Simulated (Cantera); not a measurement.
Input: 1 mol Pb, 0.12 mol CO2, 150 mol N2, at 898.15 K.

Cantera equilibrium calculation (NASA polynomials, part measured and part estimated; ideal gas, pure solids and liquids). Candidate condensed phases: C, Pb, PbO, PbO2, Pb3O4; 27 gas species. The numbers say what is thermodynamically allowed, not how fast it happens.

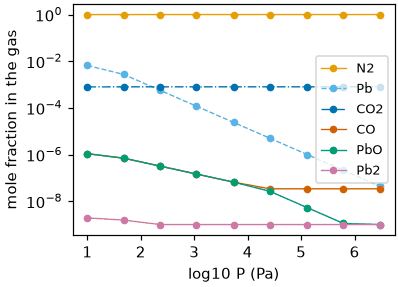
Fig. 1. Equilibrium gas composition (values under 1e-9 drawn at 1e-9)

Q: Read off the mole fractions at 0.000100 bar.

A: N2 about 0.99, Pb about 0.0066, CO2 about 0.00079, CO about 1.1e-6, PbO about 1.1e-6.
